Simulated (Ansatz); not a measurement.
**Run report: C2H7NS, molecular dynamics (part 4 of 4)**

C2H7NS; RKS CAM-B3LYP-D4/def2-SVP (Ansatz 0.2.0). It belongs to a series of runs on one base structure; here: dynamics from the highest image of the converged band.

Geometry of the input (Å):
```
C  -0.7505  1.6031  -0.1489
N  -0.4873  0.1536  0.3762
C  0.7603  -0.5162  0.0340
S  0.8903  -2.2239  0.6335
H  -0.7712  0.9413  1.1310
H  -1.1834  1.5676  -1.1601
H  0.2437  2.0710  -0.1698
H  -1.3129  -0.4284  0.2533
H  1.5875  0.0376  0.4970
H  0.9010  -0.4679  -1.0586
H  0.1880  -2.7950  -0.3669
```

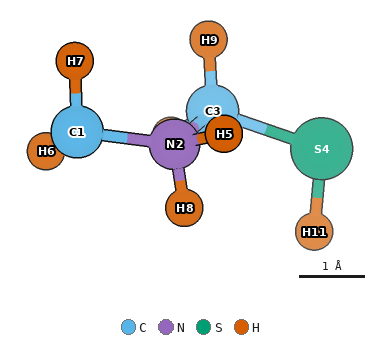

**Figure 1.** The geometry at step 155 of the log (ball-and-stick view, seen at a tilt; atoms are numbered from 1 in the order of the input).

Trajectory as extended XYZ, continued
```
11
Properties=species:S:1:pos:R:3:forces:R:3 step=110 time_fs=55.0 energy=-14502.09476 temperature=399.4
C    -0.7536    1.5358   -0.2426   -0.6341  -0.3703   0.2066
N    -0.5284    0.2275    0.4309    1.4740  -0.9631  -0.8494
C     0.7559   -0.5164    0.0508    0.4477   0.8146  -0.5831
S     0.8878   -2.2152    0.6137   -0.1051  -0.3064   0.5226
H    -0.2655    0.4054    1.3718   -0.4569   0.5927   1.5317
H    -0.5397    1.3603   -1.3083    0.0368   0.2090   0.0338
H    -0.0489    2.2384    0.2399   -0.0097  -0.1743  -0.2682
H    -1.2483   -0.5106    0.5334   -0.4245   0.5638  -0.5652
H     1.5180    0.1884    0.4551    0.0955  -0.8568  -0.1774
H     0.9234   -0.5788   -1.0356   -0.5481   0.6142   0.0723
H     0.0522   -2.6731   -0.3456    0.1242  -0.1235   0.0763
11
Properties=species:S:1:pos:R:3:forces:R:3 step=115 time_fs=57.5 energy=-14502.19530 temperature=485.5
C    -0.7597    1.5388   -0.2320   -0.3224  -0.3500  -0.4933
N    -0.5229    0.2200    0.4369    1.5857   0.2875   0.8140
C     0.7622   -0.5213    0.0246    0.1250   0.8830   0.3813
S     0.8873   -2.2160    0.6182    0.0330  -0.0308   0.3066
H    -0.3239    0.4961    1.4252   -0.7222  -0.7404  -0.6462
H    -0.4957    1.2825   -1.2786   -0.1235   0.7129   0.0047
H    -0.0693    2.3028    0.2118   -0.1244  -0.7399  -0.2636
H    -1.2990   -0.4675    0.4364    0.0759   0.5267  -0.0612
H     1.5196    0.1436    0.4805    0.2118  -0.5614  -0.2368
H     0.9447   -0.5246   -1.0676   -0.6380   0.3884   0.3097
H     0.0536   -2.6518   -0.3353   -0.1009  -0.3759  -0.1152
11
Properties=species:S:1:pos:R:3:forces:R:3 step=120 time_fs=60.0 energy=-14502.15247 temperature=449.2
C    -0.7675    1.5400   -0.2239   -0.3457  -0.5448  -1.0801
N    -0.5109    0.2136    0.4457    0.8031   0.9696   0.8719
C     0.7690   -0.5220    0.0004   -0.5999   0.4670   1.3797
S     0.8867   -2.2169    0.6231   -0.0522   0.0990  -0.2188
H    -0.4215    0.5463    1.4500   -0.2976  -1.3855  -1.1430
H    -0.4590    1.2459   -1.2495   -0.2751   0.9134  -0.2075
H    -0.0945    2.3267    0.1698    0.2496  -0.5455   0.1054
H    -1.3451   -0.3939    0.3350    0.5613   0.2791   0.3069
H     1.5351    0.0672    0.4933    0.5600   0.1239  -0.0355
H     0.9290   -0.4475   -1.0836   -0.5041   0.0765   0.0558
H     0.0502   -2.6521   -0.3304   -0.0994  -0.4528  -0.0348
11
Properties=species:S:1:pos:R:3:forces:R:3 step=125 time_fs=62.5 energy=-14502.12259 temperature=423.3
C    -0.7772    1.5386   -0.2209   -0.4361  -0.4198  -1.0936
N    -0.4955    0.2109    0.4574    0.1590   0.6704  -1.3900
C     0.7731   -0.5202   -0.0170   -0.6381   0.3959   2.1995
S     0.8861   -2.2176    0.6276   -0.3225   0.0503  -0.8589
H    -0.5360    0.5200    1.4191    0.3084  -0.8021   0.8020
H    -0.4383    1.2617   -1.2334   -0.3343   0.6693  -0.4976
H    -0.1048    2.3196    0.1342    0.6215  -0.0656   0.4785
H    -1.3602   -0.3053    0.2503    0.5464  -0.2956   0.3330
H     1.5807   -0.0042    0.5020    0.2673   0.3682  -0.1866
H     0.8836   -0.3658   -1.0953   -0.2710  -0.2300  -0.0366
H     0.0419   -2.6786   -0.3266    0.0994  -0.3409   0.2504
11
Properties=species:S:1:pos:R:3:forces:R:3 step=130 time_fs=65.0 energy=-14502.07097 temperature=379.1
C    -0.7887    1.5354   -0.2232    0.1040   0.4979  -0.5170
N    -0.4791    0.2113    0.4637    0.0380   0.7202  -1.8960
C     0.7742   -0.5163   -0.0236   -0.1653   0.5074   2.2808
S     0.8848   -2.2182    0.6305   -0.4288  -0.0004  -1.1330
H    -0.6341    0.4442    1.4282    0.6366  -0.4521   1.1091
H    -0.4373    1.3165   -1.2451   -0.3411   0.2072  -0.4218
H    -0.0816    2.3054    0.1249    0.2865  -0.1512   0.4034
H    -1.3451   -0.2348    0.1838    0.1023  -0.9253   0.0533
H     1.6402   -0.0550    0.4984   -0.4209   0.3389  -0.5270
H     0.8221   -0.2981   -1.1070    0.0045  -0.5620   0.2909
H     0.0389   -2.7252   -0.3086    0.1841  -0.1807   0.3572
11
Properties=species:S:1:pos:R:3:forces:R:3 step=135 time_fs=67.5 energy=-14502.04317 temperature=355.3
C    -0.7997    1.5347   -0.2280    0.8825   1.4101   0.0517
N    -0.4629    0.2147    0.4628   -0.9922   0.5368  -0.0597
C     0.7742   -0.5100   -0.0190   -0.1848   0.2482   1.6534
S     0.8828   -2.2188    0.6314   -0.2199   0.0678  -0.8773
H    -0.6926    0.3400    1.4891    1.1033  -0.3842  -1.1587
H    -0.4568    1.3840   -1.2797   -0.3469  -0.2113   0.1034
H    -0.0426    2.2816    0.1384   -0.3048  -0.3510   0.0827
H    -1.3205   -0.2165    0.1223    0.2356  -0.9550   0.1030
H     1.6777   -0.0845    0.4658   -0.5042   0.4903  -0.4046
H     0.7610   -0.2634   -1.1026    0.2956  -0.7846   0.3565
H     0.0457   -2.7830   -0.2710    0.0359  -0.0671   0.1496
11
Properties=species:S:1:pos:R:3:forces:R:3 step=140 time_fs=70.0 energy=-14502.07024 temperature=378.5
C    -0.8064    1.5407   -0.2327    1.0323   1.4888   0.5546
N    -0.4509    0.2201    0.4608   -1.7105  -0.5099  -0.4900
C     0.7732   -0.5026   -0.0062   -0.6142  -0.2709   0.9067
S     0.8804   -2.2193    0.6307    0.1322   0.1854  -0.3431
H    -0.6886    0.2157    1.4928    0.9218   0.2227  -1.2265
H    -0.4966    1.4393   -1.3091   -0.2601  -0.5188   0.4539
H    -0.0192    2.2395    0.1578   -0.3852  -0.0300  -0.0793
H    -1.2807   -0.2531    0.0684    0.5729  -0.5358   0.4121
H     1.6882   -0.0843    0.4109    0.0143   0.6912   0.0687
H     0.7170   -0.2745   -1.0797    0.4625  -0.7712  -0.1056
H     0.0544   -2.8447   -0.2248   -0.1662   0.0485  -0.1515
11
Properties=species:S:1:pos:R:3:forces:R:3 step=145 time_fs=72.5 energy=-14502.11120 temperature=413.5
C    -0.8083    1.5538   -0.2345    0.4886   0.7913   1.1599
N    -0.4457    0.2235    0.4559   -1.1423  -1.0664  -2.6688
C     0.7693   -0.4964    0.0111   -0.2653  -0.4384   0.1336
S     0.8782   -2.2194    0.6293    0.3412   0.1518   0.1290
H    -0.6330    0.1037    1.4356    0.0942   0.6430   1.0121
H    -0.5513    1.4645   -1.3141   -0.0476  -0.6384   0.2502
H    -0.0161    2.1972    0.1736    0.0526   0.5968  -0.0175
H    -1.2108   -0.3223    0.0374    0.1366  -0.2131   0.4127
H     1.6970   -0.0448    0.3586    0.0485   0.4755   0.2775
H     0.6998   -0.3310   -1.0625    0.4632  -0.6020  -0.4312
H     0.0542   -2.9028   -0.1867   -0.1697   0.3000  -0.2575
11
Properties=species:S:1:pos:R:3:forces:R:3 step=150 time_fs=75.0 energy=-14502.08320 temperature=389.4
C    -0.8077    1.5710   -0.2305    0.1028   0.0386   1.6384
N    -0.4456    0.2225    0.4407   -0.7422  -1.1878  -1.9476
C     0.7646   -0.4922    0.0289    0.9269  -0.2148  -1.1226
S     0.8767   -2.2193    0.6282    0.3986  -0.0271   0.5146
H    -0.5688    0.0294    1.4255   -0.2807   0.9643   0.8533
H    -0.6089    1.4528   -1.3051    0.1476  -0.4951  -0.1068
H    -0.0110    2.1882    0.1877    0.2621   0.7350  -0.0798
H    -1.1347   -0.4050    0.0302   -0.6654   0.0130   0.2397
H     1.7055    0.0210    0.3214   -0.4905  -0.1309   0.2168
H     0.7099   -0.4229   -1.0670    0.3718  -0.3039   0.0102
H     0.0446   -2.9427   -0.1632   -0.0309   0.6087  -0.2164
11
Properties=species:S:1:pos:R:3:forces:R:3 step=155 time_fs=77.5 energy=-14502.02631 temperature=341.0
C    -0.8063    1.5884   -0.2186    0.2954  -0.4315   1.4013
N    -0.4489    0.2162    0.4177   -0.8394  -1.4883   0.4456
C     0.7642   -0.4892    0.0412    1.4468  -0.3451  -2.1946
S     0.8759   -2.2192    0.6280    0.4983  -0.1346   0.9293
H    -0.5205    0.0131    1.4578   -0.3784   1.2675  -1.0501
H    -0.6584    1.4128   -1.2995    0.1969  -0.0768   0.0675
H     0.0067    2.2194    0.1957   -0.0790   0.1600  -0.3787
H    -1.0951   -0.4849    0.0388   -0.8906   0.5746   0.3031
H     1.6878    0.0805    0.2979   -0.4616  -0.4464   0.2657
H     0.7419   -0.5320   -1.0708    0.1931   0.1909   0.4549
H     0.0327   -2.9471   -0.1530    0.0186   0.7296  -0.2439
11
Properties=species:S:1:pos:R:3:forces:R:3 step=160 time_fs=80.0 energy=-14502.06548 temperature=374.5
C    -0.8035    1.6037   -0.2000    0.2510  -0.9334   0.5172
N    -0.4556    0.2038    0.3959   -0.6842  -1.0518   0.7640
C     0.7705   -0.4882    0.0428    0.7778  -0.9164  -2.1703
S     0.8761   -2.2194    0.6296    0.6610  -0.1028   1.3063
H    -0.4946    0.0690    1.4386   -0.4405   0.8826  -0.8062
H    -0.6965    1.3688   -1.2892    0.1781   0.4425   0.3769
H     0.0208    2.2605    0.1823   -0.2252  -0.3624  -0.4390
H    -1.1069   -0.5310    0.0650   -0.6998   1.0091   0.2970
H     1.6461    0.1161    0.2909    0.2591  -0.2217   0.4229
H     0.7852   -0.6297   -1.0516   -0.0080   0.6593   0.0994
H     0.0211   -2.9091   -0.1580   -0.0693   0.5950  -0.3682
11
Properties=species:S:1:pos:R:3:forces:R:3 step=165 time_fs=82.5 energy=-14502.16994 temperature=464.2
C    -0.7997    1.6142   -0.1786   -0.3011  -1.4208  -0.2341
N    -0.4652    0.1872    0.3767   -0.0878   0.1235  -0.3690
C     0.7807   -0.4916    0.0341   -0.0110  -1.1099  -1.1090
S     0.8774   -2.2197    0.6336    0.6453  -0.0634   1.3402
H    -0.4941    0.1764    1.3802   -0.3077   0.2506   1.0142
H    -0.7241    1.3501   -1.2594    0.1102   0.7419   0.0900
H     0.0241    2.2825    0.1446    0.1459  -0.4006  -0.1309
H    -1.1608   -0.5205    0.1077   -0.5459   0.7347   0.0470
H     1.6178    0.1381    0.3084    0.5599  -0.0842   0.4060
H     0.8286   -0.6894   -1.0288   -0.1103   0.8608  -0.6852
H     0.0057   -2.8360   -0.1844   -0.0975   0.3673  -0.3691
11
Properties=species:S:1:pos:R:3:forces:R:3 step=170 time_fs=85.0 energy=-14502.25679 temperature=538.4
C    -0.7973    1.6179   -0.1583   -0.7374  -1.3970  -0.5015
N    -0.4751    0.1710    0.3570    0.3121   1.2063   0.8276
C     0.7912   -0.5003    0.0196   -0.0986  -0.6448  -0.2414
S     0.8800   -2.2202    0.6400    0.2615  -0.0677   0.7796
H    -0.5111    0.2994    1.3673    0.0014  -0.3523   0.2718
H    -0.7455    1.3740   -1.2264   -0.0261   0.6721  -0.5740
H     0.0363    2.2814    0.0992    0.5279  -0.2752   0.2204
H    -1.2466   -0.4670    0.1536   -0.1940   0.2569  -0.1576
H     1.6180    0.1521    0.3483   -0.0371  -0.4517   0.0512
H     0.8659   -0.6984   -1.0426   -0.1210   0.8966  -0.6249
H    -0.0143   -2.7407   -0.2313    0.1112   0.1568  -0.0511
11
Properties=species:S:1:pos:R:3:forces:R:3 step=175 time_fs=87.5 energy=-14502.21161 temperature=500.0
C    -0.7983    1.6148   -0.1405   -0.3538  -0.6562  -0.8423
N    -0.4841    0.1599    0.3408    0.0180   1.8340   2.2120
C     0.8011   -0.5123    0.0036   -0.2323  -0.2586  -0.2134
S     0.8830   -2.2208    0.6478   -0.2221   0.0245  -0.0811
H    -0.5283    0.4005    1.3686    0.2556  -1.0255  -1.0644
H    -0.7685    1.4372   -1.2239   -0.1659   0.4206  -0.5091
H     0.0766    2.2621    0.0657    0.2539  -0.4597   0.3284
H    -1.3412   -0.3965    0.1907    0.6244   0.0532  -0.2271
H     1.6176    0.1407    0.3917   -0.3821  -0.5372  -0.2243
H     0.8958   -0.6545   -1.0893   -0.1350   0.7555   0.2595
H    -0.0276   -2.6366   -0.2807    0.3392  -0.1507   0.3618
11
Properties=species:S:1:pos:R:3:forces:R:3 step=180 time_fs=90.0 energy=-14502.13351 temperature=432.5
C    -0.8009    1.6085   -0.1271    0.3697   0.2255  -1.4886
N    -0.4928    0.1564    0.3332    0.0202   1.6934   0.9363
C     0.8097   -0.5257   -0.0134   -0.8484  -0.0178  -0.1238
S     0.8856   -2.2213    0.6555   -0.4144   0.2307  -0.7024
H    -0.5311    0.4442    1.3189    0.3350  -0.9252   0.0894
H    -0.8009    1.5251   -1.2477   -0.2131   0.0548   0.3341
H     0.1308    2.2156    0.0512   -0.2713  -0.5684   0.2987
H    -1.4014   -0.3241    0.2139    0.8913  -0.3685  -0.3528
H     1.5980    0.1001    0.4237   -0.0107  -0.0350  -0.1066
H     0.9178   -0.5671   -1.1233   -0.1219   0.2994   0.6410
H    -0.0221   -2.5421   -0.3099    0.2636  -0.5889   0.4746
11
Properties=species:S:1:pos:R:3:forces:R:3 step=185 time_fs=92.5 energy=-14501.98980 temperature=309.8
C    -0.8018    1.6032   -0.1208    0.7226   0.6611  -1.4466
N    -0.5012    0.1601    0.3292    0.6155   1.2886  -0.9707
C     0.8140   -0.5390   -0.0308   -1.2995   0.4114   0.5759
S     0.8875   -2.2213    0.6620   -0.2615   0.4280  -0.8866
H    -0.5144    0.4352    1.2792    0.2875  -0.4361   1.7929
H    -0.8455    1.6158   -1.2542   -0.1455  -0.3918   0.6693
H     0.1710    2.1377    0.0544   -0.3714  -0.1679   0.2445
H    -1.4132   -0.2747    0.2161    0.2441  -0.9716  -0.4419
H     1.5779    0.0574    0.4499    0.3563   0.4177   0.0975
H     0.9329   -0.4621   -1.1235   -0.0385  -0.2382   0.1535
H    -0.0023   -2.4828   -0.3128   -0.1096  -1.0012   0.2121
11
Properties=species:S:1:pos:R:3:forces:R:3 step=190 time_fs=95.0 energy=-14501.96640 temperature=289.1
C    -0.7993    1.6009   -0.1214    0.7241   0.4697  -0.3280
N    -0.5072    0.1696    0.3226    0.5190   1.2114   0.5456
C     0.8122   -0.5502   -0.0453   -0.8578   1.2118   1.3884
S     0.8889   -2.2206    0.6668   -0.1288   0.5147  -0.9433
H    -0.4818    0.3948    1.3247   -0.0003  -0.7391  -0.1380
H    -0.8988    1.6839   -1.2256   -0.0552  -0.6652   0.0515
H     0.1912    2.0514    0.0722   -0.0409   0.5495   0.1498
H    -1.4075   -0.2806    0.1932    0.1310  -0.9934  -0.2651
H     1.5751    0.0360    0.4795    0.0175   0.2199  -0.1359
H     0.9457   -0.3705   -1.1144    0.0496  -0.6129  -0.3159
H     0.0115   -2.4822   -0.3027   -0.3581  -1.1663  -0.0093
11
Properties=species:S:1:pos:R:3:forces:R:3 step=195 time_fs=97.5 energy=-14501.98399 temperature=304.8
C    -0.7930    1.6009   -0.1235    0.8482   0.0764   0.9097
N    -0.5112    0.1838    0.3179   -0.3087   0.1074   1.2903
C     0.8062   -0.5553   -0.0532   -0.2584   1.7571   1.2528
S     0.8900   -2.2190    0.6698   -0.3687   0.4281  -1.2243
H    -0.4496    0.3132    1.3673   -0.3733  -0.5663  -1.3946
H    -0.9555    1.7136   -1.1944    0.0147  -0.6782  -0.6151
H     0.2078    1.9966    0.0983    0.0508   0.9887  -0.0636
H    -1.3896   -0.3420    0.1552    0.7682  -0.2695   0.0434
H     1.5737    0.0275    0.5009   -0.2813  -0.0543  -0.3851
H     0.9608   -0.3151   -1.1200    0.0030  -0.8652  -0.0339
H     0.0065   -2.5493   -0.2908   -0.0945  -0.9242   0.2205
11
Properties=species:S:1:pos:R:3:forces:R:3 step=200 time_fs=100.0 energy=-14502.14423 temperature=441.6
C    -0.7826    1.6014   -0.1217    0.8867  -0.0506   0.9196
N    -0.5163    0.1984    0.3179   -0.3141  -1.1478  -0.2736
C     0.7987   -0.5520   -0.0551   -0.1750   1.4576   0.5257
S     0.8904   -2.2166    0.6705   -0.6822   0.1915  -1.3990
H    -0.4384    0.2003    1.3398   -0.4801   0.0924  -0.0098
H    -1.0104    1.7030   -1.1935    0.2525  -0.5985  -0.1092
H     0.2248    1.9981    0.1202   -0.3150   0.8694  -0.3367
H    -1.3305   -0.4201    0.1184    0.5619   0.3495   0.0780
H     1.5586    0.0179    0.5015    0.0184   0.0655  -0.1958
H     0.9757   -0.3103   -1.1278   -0.1138  -0.8787   0.2526
H    -0.0032   -2.6701   -0.2652    0.3606  -0.3503   0.5481
```

Key numbers

| quantity | value |
| --- | --- |
| outcome | finished |
| mean temperature over the second half | 390 K |
| trajectory | 200 steps, 100 fs |
| ensemble | nve |
| temperature in the input | 100.0 K |
| time step | 0.5 fs |
| potential energy (last step) | −14502.1443 eV |
| mean-field energy (last step) | −14501.9785 eV |
| largest force (length of the vector) (last step) | 1.568 eV/Å |
| hardware | 2 threads of Intel Xeon (Sapphire Rapids), 16 GiB of memory available, shared host |
| wall time | 5.4 min (CPU time 10 min) |
| peak memory | 0.24 GiB |

Remarks

So short a trajectory is not equilibrated.
